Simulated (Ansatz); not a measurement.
GaH$_{4}$N···AlH$_{3}$O

Input

```
crystal:
  periodic: [false, false, false]
  atoms:
    - { symbol: Ga, position_ang: [0.0, 0.0, 0.0] }
    - { symbol: "N", position_ang: [0.0, 0.0, 2.28] }
    - { symbol: H, position_ang: [-0.877, -0.2713, 2.81] }
    - { symbol: H, position_ang: [0.877, 0.2713, 2.81] }
    - { symbol: H, position_ang: [1.3596, 0.0, -0.785] }
    - { symbol: H, position_ang: [-1.3596, 0.0, -0.785] }
    - { symbol: O, position_ang: [-0.2614, 1.9661, 0.659] }
    - { symbol: Al, position_ang: [-1.7621, 2.9084, 0.4905] }
    - { symbol: H, position_ang: [-3.0146, 2.2666, -0.1825] }
    - { symbol: H, position_ang: [-1.8248, 4.3759, 1.0157] }
    - { symbol: H, position_ang: [-0.1679, 1.2627, 1.8185] }
basis:
  gaussian: { orbitals: def2-SVP }
hamiltonian:
  xc: pbe
relax:
  f_tol: 0.15
  max_steps: 25
  restrain:
    - { distance: [0, 6], at: 2.99, k: 30.0 }
    - { distance: [10, 1], at: 2.26, k: 30.0 }
    - { distance: [0, 1], at: 1.93, k: 30.0 }
    - { distance: [10, 6], at: 1.01, k: 30.0 }
output:
  orbitals: {}
```

Launched as:

```sh
ansatz run input.yaml --threads 2 --pin off --max-ram 3072MiB --backend cpu --events-out ev --progress --plain --runs-dir out
```

The fields are those of the run's last geometry, not of the input's.

Not at a stationary point (largest force 0.9 eV/Å).

Level of theory: RKS PBE/def2-SVP in Ansatz.

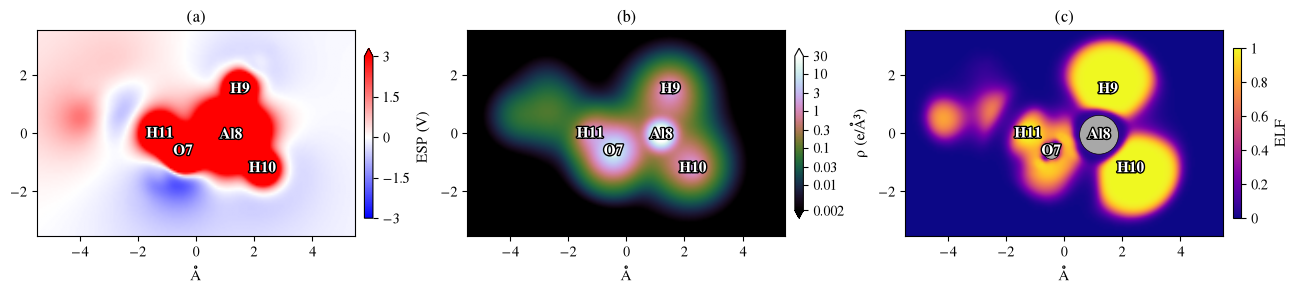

Figure 1. (a) electrostatic potential; (b) total electron density; (c) electron localisation function on the plane of atoms O7, Al8 and H10. Grey discs cover the atomic cores in the ELF map.

> Describe what can be read from this map.

- The section cuts through O, Al and H sites.
- Al–O (1.73 Å): ρ is about 0.79 e/Å³ halfway; the ELF peaks at about 0.85 in the valence shell of O, 0.6 Å from its nucleus, and is about 0.45 at the midpoint.
- O–H (0.99 Å): ρ at the midpoint is about 3.4 e/Å³; the ELF climbs to about 1 towards the hydrogen, as it does in any bond to H: an ordinary covalent bond to hydrogen.
- Al–H (1.59 Å): ρ is about 0.53 e/Å³ halfway; the ELF climbs to about 1 towards the hydrogen.
- The ELF also peaks beside O7, away from the bonds: lone-pair regions.
- Outside the dense part of the complex the potential is most negative (−2.0 V) near O7.

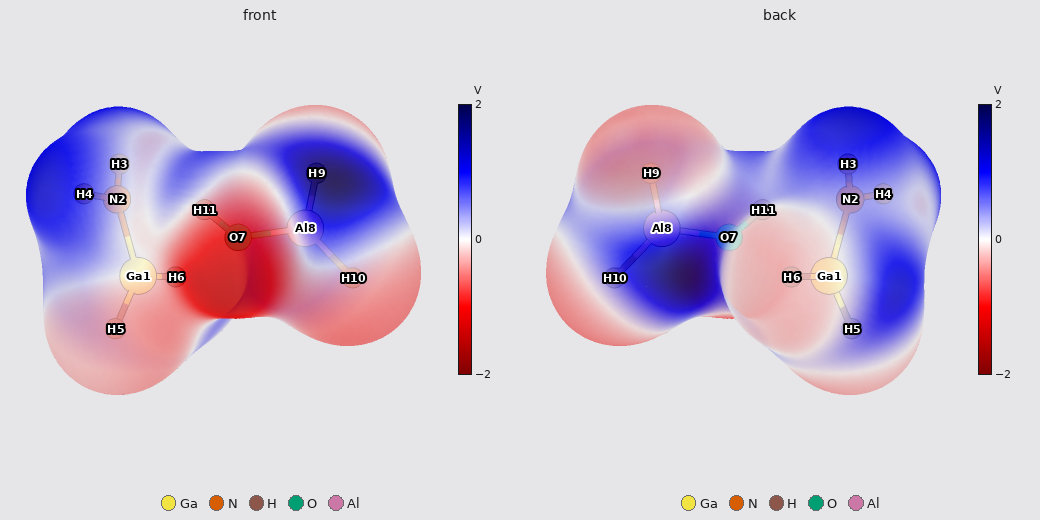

Figure 2. The molecular electrostatic potential painted on the density surface at 0.001 e/bohr³, seen from the front and from behind; the colour scale runs from red (negative) to blue (positive).

> Where is the surface potential most negative and most positive?

The most negative region (about −1.3 V) lies over O7, the most positive (about +1.9 V) over Al8. O7 is the likeliest acceptor of a hydrogen bond.

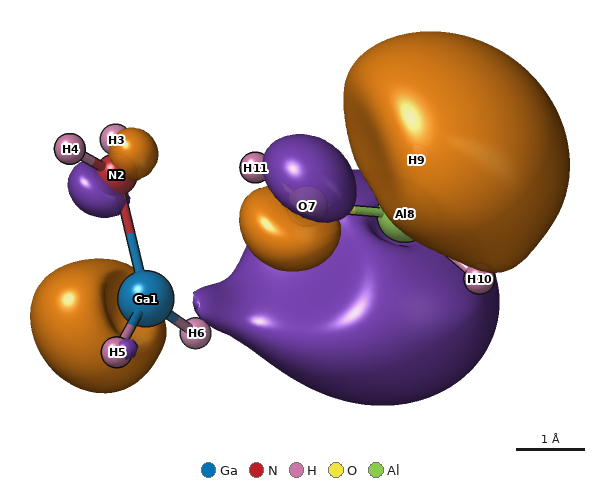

Figure 3. The LUMO at ±0.06 Å⁻³ᐟ² (orange and purple are the two phases), seen at a tilt.

> What is the character of this orbital?

By Hirshfeld shares it lies mainly on Al8 (about 70 %), O7 (about 10 %) and Ga1 (about 10 %). Its energy is −1.68 eV.
